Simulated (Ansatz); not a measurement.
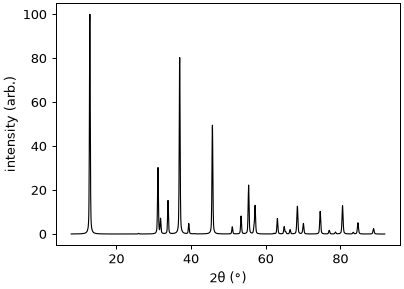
Simulated powder pattern, Cu Kα, λ = 1.54184 Å

The pattern belongs to a structure relaxed with DFT-r²SCAN in the program Ansatz with PAW potentials.

### Question
Pick the material that matches.
(A) PbSe, zinc blende
(B) Si2W, fluorite or antifluorite type
(C) WSe2, P6_3/mmc (W on 2c, Se on 4f)
(D) Sn, Pm-3m (Sn on 1b)

### Answer
C, WSe2, P6_3/mmc (W on 2c, Se on 4f)

Symmetry was held in the r²SCAN relaxation. No spin polarisation was allowed. A crystal of weakly bound layers computed without a dispersion correction: the cell and the soft elastic constants depend strongly on that. Spin–orbit coupling is left out wherever it is not named.

Potentials: the later of the program's two PAW sets.
